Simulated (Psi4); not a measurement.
**CH5Al (AlH2Me) at B2PLYP/aug-cc-pVDZ (density fitting for correlation)**

What is the vertical singlet–triplet gap of CH5Al (AlH2Me) at B2PLYP/aug-cc-pVDZ (density fitting for correlation)? 

The results are computed with Psi4 1.11.

1 further run of the same task is left out (set aside as unsound or not needed).

## 1. Starting point

CH5Al: 7 atoms, total charge 0, spin state singlet. SMILES: `[H][Al]([H])[CH3]`. Geometry: a GFN2-xTB relaxation, a rough one for these elements and not checked as a minimum.

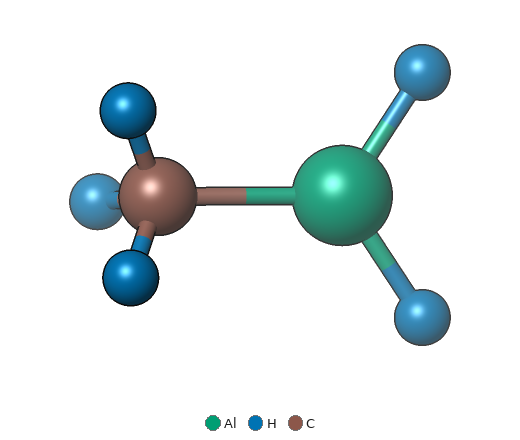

Viewed from a chosen angle; aluminium teal, hydrogen blue, carbon brown.

## 2. A single-point energy at B2PLYP/aug-cc-pVDZ (density fitting for correlation)

Input file ch5al.xyz:

```xyz
7
CH5Al
Al     0.532240     0.925980    -0.002840
H      2.079610     1.030730     0.039470
H     -0.157080     2.315610    -0.032820
C     -0.456800    -0.794540    -0.002750
H     -0.578610    -1.223840    -1.005100
H     -1.469240    -0.690290     0.408830
H      0.049890    -1.563640     0.595200
```

Input file run_ase.py:

```python
import numpy as np
from ase.calculators.psi4 import Psi4
from ase.io import read

atoms = read('ch5al.xyz')
calc = Psi4(atoms=atoms, method='b2plyp', basis='aug-cc-pVDZ', memory='1600MB', num_threads=1, charge=0, multiplicity=1, label='psi4-calc')
calc.psi4.set_options({'puream': True, 'e_convergence': 1e-09, 'd_convergence': 1e-08, 'scf_type': 'pk', 'dft_radial_points': 99, 'dft_spherical_points': 590, 'num_frozen_docc': 6})
atoms.calc = calc

print(f'energy: {atoms.get_potential_energy():.6f} eV')
```

Started as:

```bash
python run_ase.py
```

psi4-calc.dat:

```text
[...]
  Running in c1 symmetry.
[...]
  Nuclear repulsion =   50.267355864409339
[...]
  Multiplicity = 1
[...]
  Nalpha       = 12
  Nbeta        = 12
[...]
    Number of basis functions: 95
[...]
   @RKS iter   1:  -283.06839699659270   -5.53790e-01   6.50030e-03 ADIIS/DIIS
[...]
   @RKS iter   9:  -283.27098649258340   -6.87805e-12   5.12124e-09 DIIS
[...]
    Orbital Energies [Eh]
    ---------------------
    Doubly Occupied:
       1A    -57.061266     2A    -10.599257     3A     -4.443987
       4A     -2.901267     5A     -2.895310     6A     -2.894542
       7A     -0.781323     8A     -0.470469     9A     -0.455058
      10A     -0.453989    11A     -0.344648    12A     -0.342752
[...]
  @RKS Final Energy:  -283.27098649258340
   => Energetics <=
    Nuclear Repulsion Energy =             50.2673558644093390
    One-Electron Energy =                -490.9127243802180374
    Two-Electron Energy =                 169.7657853844549152
    DFT Exchange-Correlation Energy =     -12.3914033612296901
    Empirical Dispersion Energy =           0.0000000000000000
    VV10 Nonlocal Energy =                  0.0000000000000000
    Total Energy =                       -283.2709864925834609
[...]
 Multipole Moments:
 ------------------------------------------------------------------------------------
     Multipole            Electronic (a.u.)      Nuclear  (a.u.)        Total (a.u.)
 ------------------------------------------------------------------------------------
 L = 1.  Multiply by 2.5417464519 to convert [e a0] to [Debye]
 Dipole X            :          1.1542328           -1.3162148           -0.1619820
 Dipole Y            :          2.0072169           -2.2902877           -0.2830708
 Dipole Z            :         -0.0222792            0.0167482           -0.0055310
 Magnitude           :                                                    0.3261868
[...]
```

The script printed:

```text
energy: -7710.280015 eV
```

Run time: 13 s. Hardware: 1 thread of Intel Xeon 6975P-C (Granite Rapids), shared host; peak memory 0.86 GiB.

## 3. The triplet, same level

Input file job.py:

```python
import psi4

psi4.set_memory(1600000000)
psi4.set_num_threads(1)
psi4.core.set_output_file('psi4.out', False)

mol = psi4.geometry("""
0 3
Al     1.00578783     1.74984860    -0.00536682
H      3.92989335     1.94779741     0.07458749
H     -0.29683818     4.37586871    -0.06202081
C     -0.86322689    -1.50146300    -0.00519675
H     -1.09341443    -2.31272242    -1.89936373
H     -2.77646121    -1.30445905     0.77257673
H      0.09427844    -2.95485136     1.12476499
units bohr
symmetry c1
""")

psi4.set_options({
    'basis': 'aug-cc-pVDZ',
    'reference': 'uks',
    'puream': True,
    'e_convergence': 1e-09,
    'd_convergence': 1e-08,
    'scf_type': 'pk',
    'dft_radial_points': 99,
    'dft_spherical_points': 590,
    'num_frozen_docc': 6,
    'maxiter': 200,
})

e_tot = psi4.energy('b2plyp', molecule=mol)
print(f'b2plyp energy: {e_tot:.10f} Eh')
```

Started as:

```bash
python job.py
```

psi4.out:

```text
[...]
  Running in c1 symmetry.
[...]
  Nuclear repulsion =   50.267355857641746
[...]
  Multiplicity = 3
[...]
  Nalpha       = 13
  Nbeta        = 11
[...]
    Number of basis functions: 95
[...]
   @UKS iter   1:  -282.84934717013658   -3.34740e-01   6.74264e-03 DIIS/ADIIS
[...]
   @UKS iter  17:  -283.08174490277844   -1.64846e-11   3.67932e-09 DIIS
[...]
   @S^2 Observed:                2.025131779E+00
[...]
    Orbital Energies [Eh]
    ---------------------
    Alpha Occupied:
       1A    -57.070068     2A    -10.597054     3A     -4.455383
       4A     -2.912852     5A     -2.911621     6A     -2.905177
       7A     -0.774742     8A     -0.566884     9A     -0.480070
      10A     -0.447997    11A     -0.444968    12A     -0.354688
      13A     -0.158513
    Alpha Virtual:
      14A      0.004601    15A      0.013937    16A      0.018788
      17A      0.029501    18A      0.039324    19A      0.056806
      20A      0.058168    21A      0.062247    22A      0.073782
      23A      0.077697    24A      0.089623    25A      0.094252
[...]
  @UKS Final Energy:  -283.08174490277844
   => Energetics <=
    Nuclear Repulsion Energy =             50.2673558576417463
    One-Electron Energy =                -490.4957809714464929
    Two-Electron Energy =                 169.4916670480027108
    DFT Exchange-Correlation Energy =     -12.3449868369764282
    Empirical Dispersion Energy =           0.0000000000000000
    VV10 Nonlocal Energy =                  0.0000000000000000
    Total Energy =                       -283.0817449027784960
[...]
 Multipole Moments:
 ------------------------------------------------------------------------------------
     Multipole            Electronic (a.u.)      Nuclear  (a.u.)        Total (a.u.)
 ------------------------------------------------------------------------------------
 L = 1.  Multiply by 2.5417464519 to convert [e a0] to [Debye]
 Dipole X            :          1.4008385           -1.3162148            0.0846237
 Dipole Y            :          2.4476065           -2.2902877            0.1573188
 Dipole Z            :         -0.0348312            0.0167482           -0.0180830
 Magnitude           :                                                    0.1795477
[...]
```

On the terminal:

```text
b2plyp energy: -283.1591527720 Eh
```

Wall time 30 s (1 thread of Intel Xeon 6975P-C (Granite Rapids), shared host); peak memory 0.83 GiB.

## 4. What came out

At B2PLYP/aug-cc-pVDZ (density fitting for correlation), 6 core orbitals frozen:

```
                                                         quantity          value
                                            singlet: total energy  -283.34757 Eh
                       singlet: HOMO energy (SCF part's orbitals)       -9.33 eV
                       singlet: LUMO energy (SCF part's orbitals)       -0.47 eV
                     singlet: HOMO–LUMO gap (SCF part's orbitals)        8.86 eV
                                            triplet: total energy  -283.15915 Eh
triplet: HOMO energy (SCF part's orbitals) (highest over α and β)       -4.31 eV
                                                    triplet: ⟨S²⟩          2.025
                 vertical energy of the triplet above the singlet       5.127 eV
```

At this shape the triplet lies 5.13 eV (118 kcal/mol) above the singlet.
